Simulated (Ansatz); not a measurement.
BaTiO3 (cubic perovskite)

```cif
data_BaO3Ti
_chemical_formula_sum 'Ba1 Ti1 O3'
_space_group_name_H-M_alt 'P 1'
_space_group_IT_number 1
_cell_length_a 3.99442
_cell_length_b 3.99442
_cell_length_c 3.99442
_cell_angle_alpha 90.000
_cell_angle_beta 90.000
_cell_angle_gamma 90.000
loop_
_space_group_symop_operation_xyz
  'x, y, z'
loop_
_atom_site_label
_atom_site_type_symbol
_atom_site_fract_x
_atom_site_fract_y
_atom_site_fract_z
_atom_site_occupancy
Ba1 Ba 0.00000 0.00000 0.00000 1
Ti1 Ti 0.50000 0.50000 0.50000 1
O1 O 0.00000 0.50000 0.50000 1
O2 O 0.50000 0.50000 0.00000 1
O3 O 0.50000 0.00000 0.50000 1
```

This relaxed cell (volume V₀) is scaled evenly in all directions, its shape held. Symmetry pins the atoms to their sites.

These are r2SCAN (plane waves to 500 eV, PAW, scalar-relativistic; Ansatz, an electronic-structure program) values and carry that method's errors. k mesh 8×8×8 (Γ-centred), Fermi-Dirac smearing 0.05 eV. E stands for the smeared free energy. BaTiO3 is run without spin polarisation. BaTiO3 was relaxed with its symmetry unable to fall. The PAW data are Ansatz's earlier set. This is a high-temperature form of BaTiO3. The zero of ΔE is the relaxed starting cell.

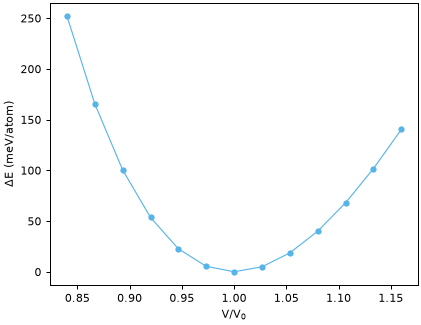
*ΔE (meV/atom) against V/V₀; one marker a computed point.*

Task: What is ΔE at V/V₀ = 0.840?

Result: About 250 meV/atom.

Task: What is ΔE at V/V₀ = 1.160?

Result: About 140 meV/atom.

(A scan under strain: stresses follow from slopes of the energy per volume, elastic moduli from its curvatures.)
